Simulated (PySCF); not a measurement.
**InHF (SMILES [F][InH]): UPBE/STO-3G**

Aim: the energy change on altering one bond length of InHF at UPBE/STO-3G, from 2 runs. 

The calculation is run with PySCF 2.14.0.

16 further runs of the same task are left out: 6 that didn't finish, 10 set aside as unsound or not needed.

## (1) The structure to begin with

The species is InHF (3 atoms), meant as a doublet with charge 0. SMILES: `[F][InH]`. Geometry: relaxed at PBE0-D4/def2-TZVP.

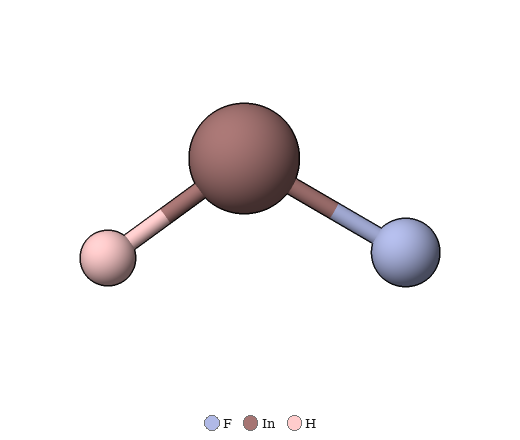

The structure, seen from a chosen angle (fluorine light blue, indium brown, hydrogen pink).

## (2) A single-point energy at UPBE/STO-3G

Input file run.py:

```python
from pyscf import gto, dft

mol = gto.Mole()
mol.atom = '''
F      2.056778     1.869884     1.312037
In    -0.987382     0.671042    -0.462605
H     -1.090183    -2.663380    -0.874565
'''
mol.spin = 1
mol.max_memory = 1860
mol.unit = 'bohr'
mol.charge = 0
mol.verbose = 4
mol.basis = 'sto-3g'
mol.build()

ks = dft.UKS(mol)
ks.xc = 'pbe'
ks.grids.level = 5
ks.conv_tol = 1e-10
ks.kernel()
if not ks.converged:
    ks = ks.newton().run(ks.mo_coeff, ks.mo_occ)

e_final = ks.e_tot
print('E = %.10f Eh' % e_final)
```

Run with:

```sh
$ OMP_NUM_THREADS=1 python run.py
```

The program printed:

```text
PySCF version 2.14.0

[INPUT] num. atoms = 3
[INPUT] num. electrons = 59
[INPUT] charge = 0
[INPUT] spin (= nelec alpha-beta = 2S) = 1
[INPUT] symmetry False subgroup None
[INPUT] Mole.unit = bohr
[INPUT] Symbol           X                Y                Z      unit          X                Y                Z       unit  Magmom
[INPUT]  1 F      1.088400045522   0.989499999864   0.694300080284 AA    2.056778000000   1.869884000000   1.312037000000 Bohr   0.0
[INPUT]  2 In    -0.522500052873   0.355100133970  -0.244800023658 AA   -0.987382000000   0.671042000000  -0.462605000000 Bohr   0.0
[INPUT]  3 H     -0.576899999332  -1.409400000020  -0.462799867468 AA   -1.090183000000  -2.663380000000  -0.874565000000 Bohr   0.0

nuclear repulsion = 134.577506505405
number of shells = 15
number of NR pGTOs = 99
number of NR cGTOs = 33
basis = sto-3g
ecp = {}

[... 37 lines left out ...]
WARN: HOMO -0.469308386543265 >= LUMO -0.469308386543321
[... 42 lines left out ...]
converged SCF energy = -5783.0925351477  <S^2> = 0.75202009  2S+1 = 2.0020191
E = -5783.0925351477 Eh
```

Wall time 8.4 s (1 thread of Arm Neoverse N1, shared host); peak memory 0.25 GiB.

## (3) The distorted shape, same level

Input file run.py:

```python
from pyscf import gto, dft

system = gto.M(
    atom='''
F      1.410552     1.116369     0.882104
In    -0.522500     0.355100    -0.244800
H     -0.576900    -1.409400    -0.462800
''',
    charge=0,
    basis='sto-3g',
    max_memory=1860,
    spin=1,
    verbose=3,
)

ks = dft.UKS(system, xc='pbe')
ks.grids.level = 5
ks.conv_tol = 1e-10
ks.kernel()
if not ks.converged:
    ks = ks.newton().run(ks.mo_coeff, ks.mo_occ)

etot = ks.e_tot
print('E(%s) = %.9f' % ('PBE', etot))
```

Run with:

```sh
$ OMP_NUM_THREADS=1 python run.py
```

The program printed:

```text
WARN: HOMO -0.479856407468681 >= LUMO -0.479856407468685

converged SCF energy = -5783.04137406607  <S^2> = 0.75344635  2S+1 = 2.0034434
E(PBE) = -5783.041374066
```

It took 9 s on 1 thread of Arm Neoverse N1, shared host; peak memory 0.25 GiB.

## (4) Results

At UPBE/STO-3G:

| quantity | value |
| --- | --- |
| first shape: total energy | -5783.09254 Eh |
| first shape: dipole moment | 0.44 D |
| first shape: HOMO energy (highest over α and β) | -0.86 eV |
| first shape: LUMO energy (lowest over α and β) | 0.24 eV |
| first shape: ⟨S²⟩ | 0.752 |
| distorted shape: total energy | -5783.04137 Eh |
| distorted shape: dipole moment | 0.85 D |
| distorted shape: HOMO energy (highest over α and β) | -1.19 eV |
| distorted shape: LUMO energy (lowest over α and β) | -0.14 eV |
| distorted shape: ⟨S²⟩ | 0.753 |
| energy change with the F1–In2 bond stretched from 1.970 to 2.364 Å | 1.392 eV |

With the F1–In2 bond stretched from 1.970 to 2.364 Å the energy rises by 1.39 eV (32 kcal/mol). The first shape isn't relaxed at this level, so the change isn't measured from a minimum. The minimal basis adds a large error of its own. Relativity is left out (first shape) although the molecule holds a heavy atom. Mulliken charges (distorted shape) run from -0.14 on H3 to +0.28 on In2. Relativity is left out (distorted shape) although the molecule holds a heavy atom.
